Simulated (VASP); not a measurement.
Band structure of MgTe (wurtzite). These are optB86b-vdW, VASP's PBE PAW potentials (set 64) (plane waves; VASP) values and carry that method's errors.

Unless said otherwise, spin-orbit coupling is left out, though it shifts the bands of the heavy elements here.

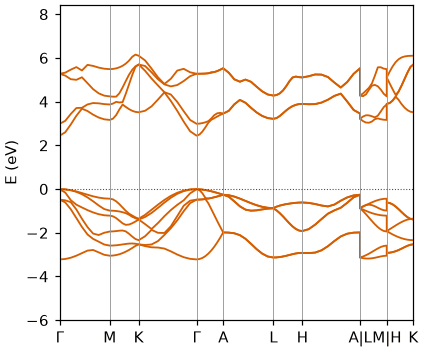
Figure. Bands along high-symmetry lines, zero at the valence-band maximum or, without a gap, the Fermi level

### Question
Read the plot: is there a gap, and where are the band edges?

### Answer
The gap is direct, 2.44 eV, from the valence maximum at Γ to the conduction minimum at Γ. (Edges off the drawn lines would not show.)

The compound is MgTe in the wurtzite structure. It was relaxed first.
